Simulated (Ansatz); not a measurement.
CH3PSi2 (SMILES C[Si]1=[Si]=P1)

```tsv
atom	x (Å)	y (Å)	z (Å)
C	-0.2603	-0.6107	0.4432
P	3.2126	-1.2679	-0.3191
Si	1.3544	-1.5395	0.6400
Si	3.0194	-2.9283	1.2255
H	-0.5854	-0.6763	-0.6068
H	-0.0925	0.4518	0.6795
H	-1.0479	-1.0109	1.0964
```

Geometry: PBE0-D3(BJ)/def2-SVP.

Level of theory: isolated molecule in a Gaussian basis; Kohn-Sham density functional theory, functional PBE0 (Ansatz).

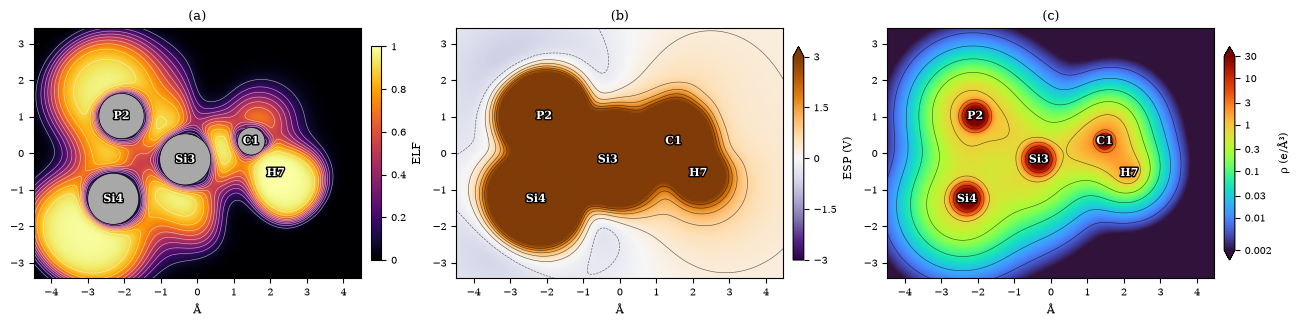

Figure 1. (a) ELF; (b) electrostatic potential; (c) electron density on the plane of atoms Si3, C1 and H7. Grey discs cover the atomic cores in the ELF map.

> Read the bonding off the picture.

- Atoms in the plane: C, P, Si and H.
- C–Si (1.87 Å): ρ is about 0.94 e/Å³ halfway; the ELF peaks at about 0.95 between the atoms; a shared electron pair.
- Si–P (2.11 Å): the density is about 0.8 e/Å³ at the midpoint; the ELF peaks at about 0.85 between the atoms, as expected for localised, covalent bonding.
- Si–Si (2.25 Å): ρ is about 0.56 e/Å³ halfway; the ELF peaks at about 0.75 between the atoms.
- C–H (1.10 Å): ρ at the midpoint is about 1.9 e/Å³; the ELF climbs to about 1 towards the hydrogen, as it does in any bond to H; a covalent bond by its length.
- Si–P (2.28 Å): ρ is about 0.65 e/Å³ halfway; the ELF peaks at about 0.80 between the atoms: a covalent bond.
- The ELF also peaks beside Si4 and P2, away from the bonds: lone-pair regions.
- Outside the dense part of the molecule the potential is most negative (−0.7 V) near P2.

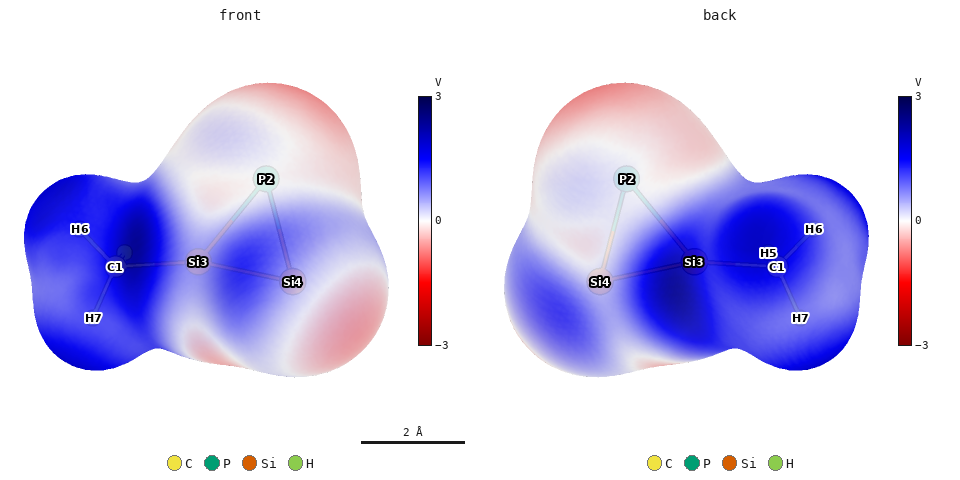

Figure 2. The molecular electrostatic potential painted on the density surface at 0.004 e/bohr³, seen from the front and from behind; red is negative and blue positive.

> Which sites attract a positive test charge, and which a negative one?

A positive charge is drawn to the negative regions and a negative charge to the positive ones. The most negative region (about −0.6 V, or −14 kcal/mol for a unit charge) lies over P2, the most positive (about +2.3 V, or +53 kcal/mol for a unit charge) over Si3.

> How polar is the molecule by this calculation?

Its dipole moment is 3.02 D.

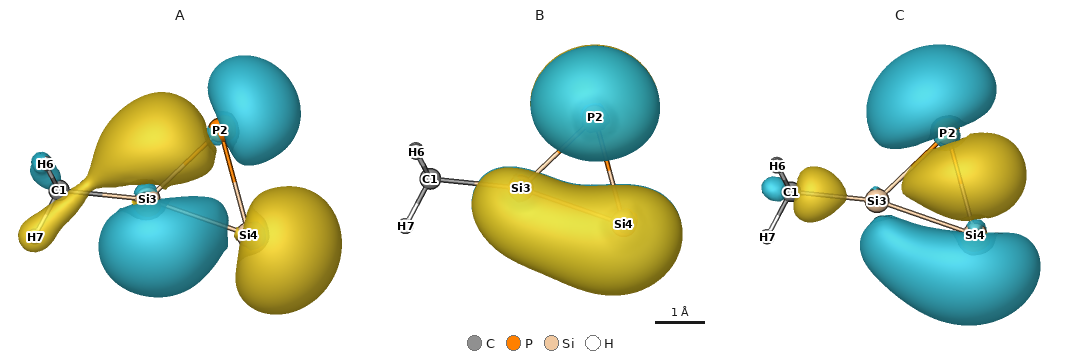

Figure 3. Three frontier orbitals at ±0.08 Å⁻³ᐟ² (yellow and cyan are the two phases), in no order.

> Which picture is the HOMO−1, the HOMO and the LUMO?

C is the HOMO−1 (−6.73 eV). By Hirshfeld shares it lies mainly on P2 (about 45 %), Si4 (about 40 %) and Si3 (about 10 %). A is the HOMO (−6.04 eV). It lies mainly on Si4 (about 35 %), Si3 (about 30 %) and P2 (about 25 %). B is the LUMO (−2.33 eV). Its weight (Hirshfeld) is mainly on P2 (about 45 %), Si4 (about 35 %) and Si3 (about 20 %); π-antibonding (π*) across P2–Si4.

> What is the HOMO–LUMO gap?

3.71 eV between the orbital energies.
